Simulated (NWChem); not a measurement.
**One shape, several levels: COF2 (carbonyl fluoride)**

Wanted: a comparison of 6 runs (HF/STO-3G, HF/cc-pVDZ, HF/def2-TZVP, PBE0/def2-SVP, B3LYP/6-31G*, PBE/aug-cc-pVDZ) of COF2 (carbonyl fluoride). 

The calculation is run with NWChem 7.3.0.

## Step 1: The structure to begin with

COF2 has 4 atoms, charge 0, and is taken as a singlet. SMILES: `O=C(F)F`. The coordinates come from a PBE0-D4/def2-TZVP relaxation.

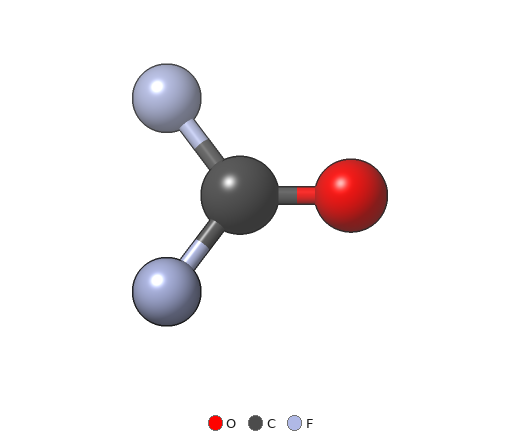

The structure, seen from a chosen angle (oxygen red, carbon dark grey, fluorine light blue).

## Step 2: Energy and forces at HF/STO-3G (run 1)

Input file struct.nw:

```
start struct
memory 2200 mb

geometry units angstroms noautosym nocenter noautoz
  O       -1.242660      -0.157400       0.153910
  C       -0.091830      -0.011630       0.011370
  F        0.845490      -0.826670       0.424670
  F        0.488990       0.995700      -0.589960
end

basis spherical bse
  * library STO-3G
end

scf
  thresh 1e-08
  maxiter 80
end

task scf gradient
```

Run with:

```console
$ nwchem struct.nw > struct.out
```

Output:

```text
[...]
  functions       =    20
[...]
  wavefunction    = RHF
[...]
         Total SCF energy =   -307.300165092114
      One-electron energy =   -667.850703921283
      Two-electron energy =    240.414107186599
 Nuclear repulsion energy =    120.136431642570
        Time for solution =      0.3s
[...]
                         RHF ENERGY GRADIENTS
    atom               coordinates                        gradient
                 x          y          z           x          y          z
   1 O      -2.348287  -0.297443   0.290848    0.099253   0.012572  -0.012293
   2 C      -0.173534  -0.021978   0.021486   -0.045144  -0.005714   0.005589
   3 F       1.597744  -1.562180   0.802510   -0.035281   0.038630  -0.020065
   4 F       0.924057   1.881600  -1.114863   -0.018828  -0.045488   0.026769
[...]
```

It took 1 s on 1 thread of AMD EPYC 9R45 (Zen 5), shared host; peak memory 0.099 GiB.

## Step 3: Energy and gradient at HF/cc-pVDZ (run 2)

Input file m1.nw:

```
start m1
title "CF2O gradient"
memory stack 880 mb heap 220 mb global 1100 mb
charge 0

geometry units angstroms noautosym nocenter noautoz
   O    -1.242660   -0.157400    0.153910
   C    -0.091830   -0.011630    0.011370
   F     0.845490   -0.826670    0.424670
   F     0.488990    0.995700   -0.589960
end

basis "ao basis" spherical bse
   * library cc-pVDZ
end

scf
   thresh 1e-08
   maxiter 80
   print low
end

task scf gradient
```

Run with:

```console
$ nwchem m1.nw > m1.out
```

Output:

```text
[...]
  functions       =    56
[...]
  wavefunction    = RHF
[...]
         Total SCF energy =   -311.634186577586
      One-electron energy =   -670.483555028641
      Two-electron energy =    238.712936808485
 Nuclear repulsion energy =    120.136431642570
        Time for solution =      5.1s
[...]
                         RHF ENERGY GRADIENTS
    atom               coordinates                        gradient
                 x          y          z           x          y          z
   1 O      -2.348287  -0.297443   0.290848   -0.039227  -0.004969   0.004859
   2 C      -0.173534  -0.021978   0.021486    0.011297   0.001433  -0.001401
   3 F       1.597744  -1.562180   0.802510    0.017058  -0.014036   0.007070
   4 F       0.924057   1.881600  -1.114863    0.010873   0.017572  -0.010528
 Task  times  cpu:        6.9s     wall:        6.9s
 Total times  cpu:        7.0s     wall:        7.0s
```

Wall time 7.8 s (1 thread of AMD EPYC 9R45 (Zen 5), shared host); peak memory 0.1 GiB.

Runs 3 to 5 aren't shown in full; the table further down has their settings and results.

## Step 4: Energy and forces at PBE/aug-cc-pVDZ (run 6)

Input file run.nw:

```
start run
title "CF2O gradient"
memory 2200 mb
charge 0

geometry noautosym nocenter noautoz
O     -1.242660    -0.157400     0.153910
C     -0.091830    -0.011630     0.011370
F      0.845490    -0.826670     0.424670
F      0.488990     0.995700    -0.589960
end

basis spherical bse
* library aug-cc-pVDZ
end

dft
xc xpbe96 cpbe96
grid fine
convergence energy 1e-08
maxiter 100
mulliken
end

task dft gradient
```

Run with:

```console
$ nwchem run.nw > run.out
```

Output:

```text
[...]
          Wavefunction type:  closed shell.
          No. of atoms     :     4
          No. of electrons :    32
[...]
          Charge           :     0
          Spin multiplicity:     1
[...]
          AO basis - number of functions:    92
[...]
              XC Information
              --------------
          PerdewBurkeErnzerhof Exchange Functional  1.000
            Perdew 1991 LDA Correlation Functional  1.000 local
           PerdewBurkeErnz. Correlation Functional  1.000 non-local
[...]
 d= 0,ls=0.0,diis     1   -312.5566443588 -4.33D+02  2.36D-02  1.93D+00     1.6
[...]
 d= 0,ls=0.0,diis    11   -312.7615083778 -2.02D-10  5.71D-08  1.40D-10    12.9
         Total DFT energy =     -312.761508377762
      One electron energy =     -670.441774812402
           Coulomb energy =      272.128910052227
    Exchange-Corr. energy =      -34.585075260158
 Nuclear repulsion energy =      120.136431642570
[...]
      Total Density - Mulliken Population Analysis
     ---------------------------------------------
    Atom       Charge   Shell Charges
 -----------   ------   -------------------------------------------------------
    1 O    8     8.28   2.01  0.85  0.97  0.13  2.83  1.38  0.07  0.02  0.02
    2 C    6     5.16   2.02  0.67  0.07 -0.04  2.00  0.07 -0.02  0.34  0.03
    3 F    9     9.28   2.01  0.90  1.03  0.13  3.33  1.77  0.09  0.01  0.01
    4 F    9     9.28   2.01  0.90  1.03  0.13  3.33  1.77  0.09  0.01  0.01
[...]
  wavefunction    = closed shell
                         DFT ENERGY GRADIENTS
    atom               coordinates                        gradient
                 x          y          z           x          y          z
   1 O      -2.348287  -0.297443   0.290848    0.043903   0.005561  -0.005438
   2 C      -0.173534  -0.021978   0.021486   -0.009005  -0.001138   0.001114
   3 F       1.597744  -1.562180   0.802510   -0.021526   0.018633  -0.009443
   4 F       0.924057   1.881600  -1.114863   -0.013372  -0.023056   0.013767
[...]
```

It took 19 s on 1 thread of AMD EPYC 9R45 (Zen 5), shared host; peak memory 0.11 GiB.

## Step 5: The series

```csv
run,level,iteration cap,module,energy (Eh),dipole moment (D),largest force (eV/Å),wall time
1,HF/STO-3G,80,scf,-307.300165,0.89,5.183,1 s
2,HF/cc-pVDZ,80,scf,-311.634187,–,2.049,7.8 s
3,HF/def2-TZVP,80,scf,-311.754649,1.22,2.469,36 s
4,PBE0/def2-SVP,100,dft,-312.473013,1.08,0.345,7.5 s
5,B3LYP/6-31G* (Cartesian functions),100,dft,-313.007312,1.18,1.354,9.3 s
6,PBE/aug-cc-pVDZ,100,dft,-312.761508,1.09,2.293,19 s
```

## Step 6: What came out

| quantity | value |
| --- | --- |
| run 6: total energy | -312.76151 Eh |
| run 6: dipole moment | 1.09 D |
| run 6: HOMO energy | -8.50 eV |
| run 6: LUMO energy | -1.74 eV |
| run 6: HOMO–LUMO gap | 6.76 eV |
| run 6: largest force on an atom | 2.293 eV/Å |

What this shows: Over runs 1, 3, 4, 5, 6 the dipole moment (its size) runs from 0.89 D (HF/STO-3G) to 1.22 D (HF/def2-TZVP). Over runs 1, 5, 6 the HOMO–LUMO gap runs from 6.76 eV (PBE/aug-cc-pVDZ) to 19.30 eV (HF/STO-3G). The two ends differ in method and basis. Totals of different functionals can't be ranked against each other. In run 1 the basis is minimal, so the values are rough. All runs together took 81 s, the longest 36 s.
